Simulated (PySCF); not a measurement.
# C₄H₉N₂Si+: magnetic properties

Aim: compute the magnetic properties of C₄H₉N₂Si+ (`Cc1c[nH]c[n+]1[SiH3]`).

Programs: PySCF 2.14.0, with routines of our own; each step states its level. All values are computed. Atoms count from 0.

### Step 1. The system as given

16 atoms, charge 1, multiplicity 1; geometry from: GFN2-xTB.

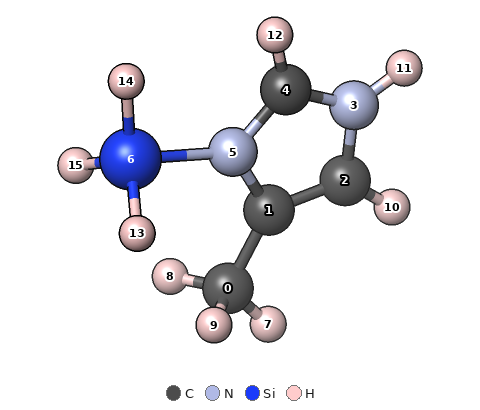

The starting geometry (carbon dark grey, nitrogen light blue, silicon blue, hydrogen pink).

### Step 2. Magnetic properties: GIAO CAM-B3LYP/pcSseg-1

The job: settings as JSON, then the geometry in Å.

```
{"job": {"kind": "mag", "xc": "CAM-B3LYP", "basis": "pcSseg-1", "isotopologues": 2}, "charge": 1, "multiplicity": 1}
C     -0.979988     1.670054     0.102843
C      0.164832     0.737080     0.131961
C      1.487259     0.985924     0.359669
N      2.138354    -0.212081     0.277921
C      1.245536    -1.154876     0.010691
N      0.035164    -0.615738    -0.085231
Si    -1.517693    -1.507406    -0.442351
H     -0.636835     2.681266     0.300327
H     -1.718092     1.399329     0.855701
H     -1.468673     1.651500    -0.869670
H      1.992800     1.906193     0.568113
H      3.132361    -0.349006     0.400844
H      1.461081    -2.197135    -0.111188
H     -1.974091    -0.876172    -1.673819
H     -1.043325    -2.877850    -0.575342
H     -2.326290    -1.232138     0.738122
```

Method: GIAO CAM-B3LYP/pcSseg-1 magnetisability, rotational g tensor and spin-rotation constants, non-relativistic, gas phase.

The run is started by

```console
> OMP_NUM_THREADS=1 python excited_run.py task.json out
```

The driver reads the jobs from task.json and runs them one after another.

Log:

```text
coarse grid: 13672 points
cycle   1  E = -556.3707362837  dE =  1.652e+00  |g| = 3.360e-01  |ddm| = 3.620e+00
cycle   2  E = -556.3904468379  dE = -1.971e-02  |g| = 2.689e-01  |ddm| = 6.797e-01
cycle   3  E = -556.4063923327  dE = -1.595e-02  |g| = 6.609e-02  |ddm| = 2.491e-01
cycle   4  E = -556.4073565418  dE = -9.642e-04  |g| = 2.319e-02  |ddm| = 7.523e-02
cycle   5  E = -556.4074658693  dE = -1.093e-04  |g| = 6.261e-03  |ddm| = 2.270e-02
cycle   6  E = -556.4074736686  dE = -7.799e-06  |g| = 2.364e-03  |ddm| = 5.965e-03
final grid: 127096 points
cycle   7  E = -556.4573984711  dE = -2.782e-05  |g| = 4.940e-03  |ddm| = 2.009e-02
cycle   8  E = -556.4573967843  dE =  1.687e-06  |g| = 5.851e-03  |ddm| = 6.881e-03
cycle   9  E = -556.4574037712  dE = -6.987e-06  |g| = 8.237e-04  |ddm| = 3.811e-03
cycle  10  E = -556.4574039192  dE = -1.480e-07  |g| = 1.789e-04  |ddm| = 6.688e-04
cycle  11  E = -556.4574039263  dE = -7.079e-09  |g| = 8.363e-05  |ddm| = 1.983e-04
cycle  12  E = -556.4574039277  dE = -1.365e-09  |g| = 1.385e-05  |ddm| = 5.720e-05
cycle  13  E = -556.4574039277  dE = -7.640e-11  |g| = 6.195e-06  |ddm| = 2.039e-05
converged SCF energy = -556.4574039277

Magnetisability tensor (1e-30 J/T^2)
     -982.78       -0.01       83.87
       -0.01     -963.27       88.00
       83.87       88.00    -1538.36
isotropic -1161.47   principal values   -1563.38   -976.61   -944.42
isotropic susceptibility -69.945 1e-6 cm^3/mol

Inertial axes            a          b          c
rot. const./GHz      3.5004     1.9931     1.3002
chi total           -57.511    -58.177    -94.149
chi diamagnetic    -457.534   -683.817  -1014.169
chi paramagnetic    400.023    625.640    920.020
quadrupole/D A       16.466      3.687    -20.153
g nuclear            0.6303     0.5778     0.5873
g electronic        -0.6578    -0.5858    -0.5620
g total             -0.0275    -0.0080     0.0253

Spin-rotation constants (kHz, H = +C I.J)
atom  isotope        aa         bb         cc
  3    14N        0.490      0.282      0.066
  5    14N        0.605      0.274      0.054
  7     1H       -0.178     -0.085     -0.165
  8     1H       -0.281     -0.208     -0.055
  9     1H       -0.281     -0.208     -0.055
 10     1H        0.118     -0.124     -0.166
 11     1H        0.064     -0.091     -0.165
 12     1H       -0.343      0.130     -0.165
 13     1H       -0.321     -0.154     -0.011
 14     1H       -0.320      0.046     -0.148
 15     1H       -0.321     -0.154     -0.011
  0    13C*       0.486      0.252      0.158
  1    13C*       1.310      0.952      0.218
  2    13C*       1.217      0.814      0.211
  4    13C*       1.346      0.850      0.238
  6   29Si*      -1.962     -1.199     -0.784
* in the singly substituted isotopologue

Isotopologues: g along a, b, c
2H    at 7,8,9,10,11,12    -0.0218    -0.0069     0.0218
13C   at 0                 -0.0265    -0.0080     0.0251
```

Wall time 69 s (1 thread of Arm Neoverse N1, shared host); peak memory 0.85 GiB.

In short:

| quantity | value |
| --- | --- |
| magnetisability | -1161·10⁻³⁰ J/T² |
| molar susceptibility | -69.9·10⁻⁶ cm³/mol |
| rotational g (a, b, c) | -0.0275, -0.0080, 0.0253 |

Orbitals, density, ELF and potential are computed afterwards from the orbital file.

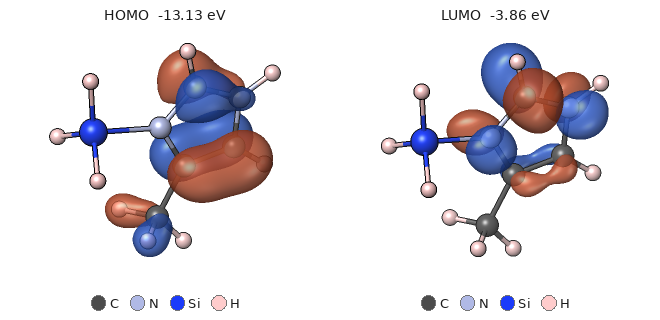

Frontier orbitals at CAM-B3LYP/pcSseg-1; each surface holds 70 % of the orbital's density, blue and red mark the sign.

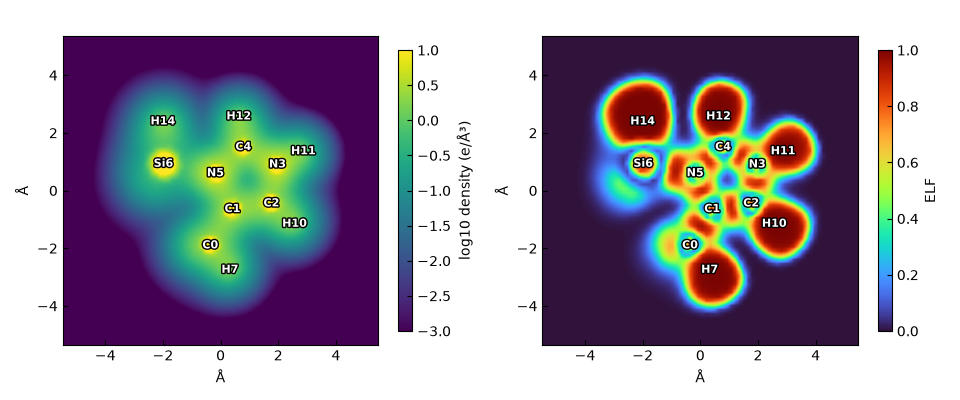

Density (left) and ELF (right) in a plane through or near 12 of the atoms.

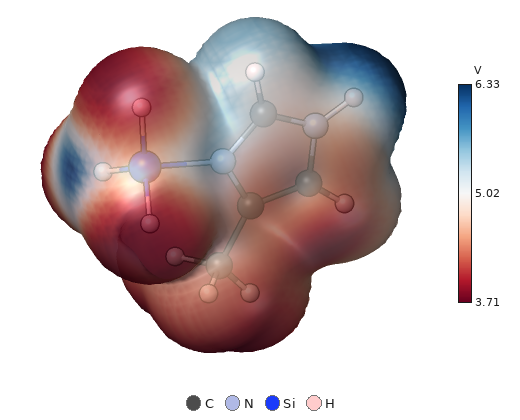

Electrostatic potential on the surface of density 0.002 e/bohr³; red is low, blue high. It runs, from the 1st to the 99th percentile, from 3.71 to 6.33 V.

### Step 3. Magnetic properties: common gauge origin BLYP/pcSseg-1 in acetone

Settings changed since step 2:

```diff
@@ -1,2 +1,2 @@
-{"job": {"kind": "mag", "xc": "CAM-B3LYP", "basis": "pcSseg-1", "isotopologues": 2}, "charge": 1, "multiplicity": 1}
+{"job": {"kind": "mag", "xc": "BLYP", "basis": "pcSseg-1", "gauge": [0, 0, 0], "solvent": "acetone"}, "charge": 1, "multiplicity": 1}
 C     -0.979988     1.670054     0.102843
```

Method: common gauge origin BLYP/pcSseg-1 magnetisability, non-relativistic, IEF-PCM acetone.

Log:

```text
coarse grid: 13672 points
cycle   1  E = -556.4549895765  dE =  1.071e+00  |g| = 4.300e-01  |ddm| = 3.740e+00
cycle   2  E = -556.4027147689  dE =  5.227e-02  |g| = 6.097e-01  |ddm| = 8.743e-01
cycle   3  E = -556.4963511075  dE = -9.364e-02  |g| = 1.427e-01  |ddm| = 5.963e-01
cycle   4  E = -556.5012159642  dE = -4.865e-03  |g| = 4.136e-02  |ddm| = 1.433e-01
cycle   5  E = -556.5016035232  dE = -3.876e-04  |g| = 1.164e-02  |ddm| = 3.453e-02
cycle   6  E = -556.5016218134  dE = -1.829e-05  |g| = 7.117e-03  |ddm| = 1.331e-02
cycle   7  E = -556.5016334779  dE = -1.166e-05  |g| = 1.468e-03  |ddm| = 6.140e-03
cycle   8  E = -556.5016339352  dE = -4.573e-07  |g| = 4.484e-04  |ddm| = 1.349e-03
final grid: 127096 points
cycle   9  E = -556.5593821338  dE = -4.739e-05  |g| = 9.634e-03  |ddm| = 3.655e-02
cycle  10  E = -556.5593582821  dE =  2.385e-05  |g| = 1.406e-02  |ddm| = 1.790e-02
cycle  11  E = -556.5594036123  dE = -4.533e-05  |g| = 2.144e-03  |ddm| = 1.063e-02
cycle  12  E = -556.5594045832  dE = -9.709e-07  |g| = 3.408e-04  |ddm| = 1.498e-03
cycle  13  E = -556.5594046059  dE = -2.272e-08  |g| = 1.411e-04  |ddm| = 3.800e-04
cycle  14  E = -556.5594046103  dE = -4.380e-09  |g| = 5.245e-05  |ddm| = 1.481e-04
cycle  15  E = -556.5594046109  dE = -5.680e-10  |g| = 1.567e-05  |ddm| = 4.389e-05
converged SCF energy = -556.5594046109

Magnetisability tensor (1e-30 J/T^2)
    -3020.04     1018.44      493.90
     1018.44    -3732.89      391.78
      493.90      391.78    -5265.04
isotropic -4005.99   principal values   -5394.23  -4454.33  -2169.42
isotropic susceptibility -241.246 1e-6 cm^3/mol

Inertial axes            a          b          c
rot. const./GHz      3.5004     1.9931     1.3002
chi total          -132.215   -266.676   -324.848
chi diamagnetic    -458.052   -684.236  -1015.150
chi paramagnetic    325.836    417.560    690.302
quadrupole/D A       16.259      3.313    -19.572
```

Wall time 16 s (1 thread of Arm Neoverse N1, shared host); peak memory 0.71 GiB.

The run ended normally, but its values are not to be used for the molecule: a common gauge origin replaces GIAOs, so the magnetic properties depend on where the origin lies.

### Step 4. Summary of results

| quantity | value |
| --- | --- |
| magnetisability (step 2, GIAO CAM-B3LYP/pcSseg-1) | -1161·10⁻³⁰ J/T² |
| molar susceptibility (step 2, GIAO CAM-B3LYP/pcSseg-1) | -69.9·10⁻⁶ cm³/mol |
| rotational g (a, b, c) (step 2, GIAO CAM-B3LYP/pcSseg-1) | -0.0275, -0.0080, 0.0253 |
| runs | 0 failed, 1 ended on unsound input |

What this shows: For an ion, the motion of the centre of mass in the field is left out. By nearest atom (CAM-B3LYP/pcSseg-1), the HOMO sits on C1, C2 about 29 % each; C4 19 % and the LUMO on C4 37 %; N3, N5 about 18 % each. Vibrational averaging and real surroundings are missing from these values.
